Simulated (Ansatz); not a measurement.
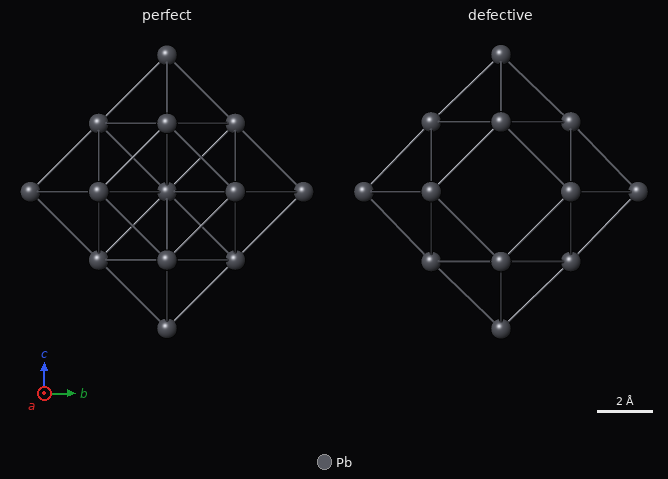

Left: perfect Pb. Right: the same region with one point defect, after relaxing the atoms in a supercell of 27 sites. The picture is a ball-and-stick view of the atoms within 5.4 Å of one point, in a slice 5.0 Å thick across the line of sight, seen along the a axis.

Method: DFT r2SCAN, scalar-relativistic, plane waves, PAW in Ansatz. Settings: plane-wave cutoff 500 eV; k-point mesh 3 × 3 × 3; occupations gaussian; smearing width 0.1 eV; no spin polarisation. The cell is small and the k-mesh coarse, so the numbers are rough. The axes drawn are those of the host's conventional cell.

Which defect is it?

A lead atom is taken out (a vacancy).

The charge state of the cell is 0.

How does the lattice respond?

Around the empty Pb site the host had 12 Pb at 3.53 Å; after relaxation the nearest atoms are 12 Pb at 3.61 Å. Of the host's atoms, a lead atom moves furthest from its site, by 0.08 Å. Relaxing the atoms from the host's sites lowers the energy by 0.11 eV. At a tolerance of 0.02 Å the relaxed supercell has space group Fm-3m.
